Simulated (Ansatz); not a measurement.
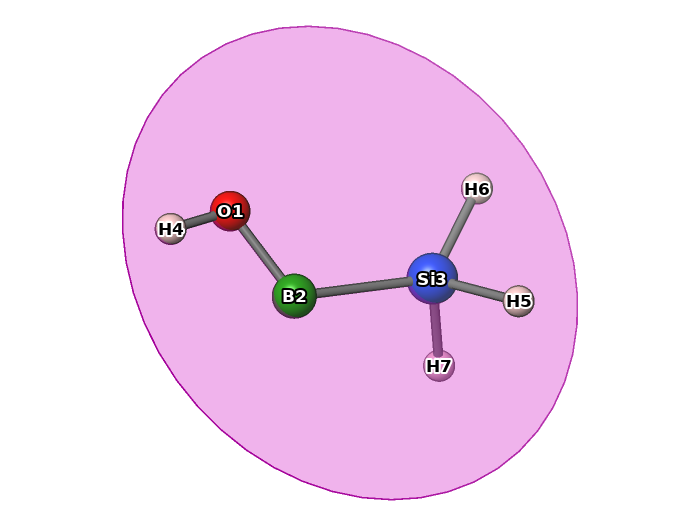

A disc through the centre of mass is drawn in. Depth is shown by fading: the farther an atom, the more it takes the colour of the background. The species has charge −1 and is a spin singlet. Computed geometry: PBE0-D4/def2-TZVPD optimisation. No frequency run is at hand to confirm it as a minimum.

> Is the plane of the disc a mirror plane of the structure?

Yes. The reflection leaves O1, B2, Si3, H4, H6 in place and moves H5 ↔ H7. The point group is Cs.
